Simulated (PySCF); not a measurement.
Vertical excitations of a molecule C6H6 from TDA-M06-2X/def2-SVPD (PySCF), as energy in eV (oscillator strength): 5.61 (0.000), 6.61 (0.000), 7.33 (0.000), 7.33 (0.000), 7.74 (0.093), 7.75 (0.000), 7.77 (0.962), 7.77 (0.962), 7.81 (0.000), 7.81 (0.000). Lowest triplet (TDA): 4.55 eV. Geometry: r2SCAN-D4/def2-SVP. The values are those of a single conformer.

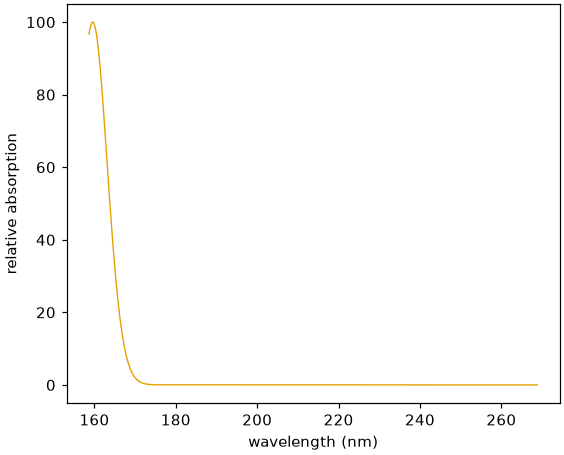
The lines broadened by 0.4 eV.

Pick the molecule that these values belong to.
(A) c1ccccc1
(B) C=C1C=CC=C1
(C) C#CC1=CCC1
(D) C#C[C@H]1C=CC1

A, c1ccccc1
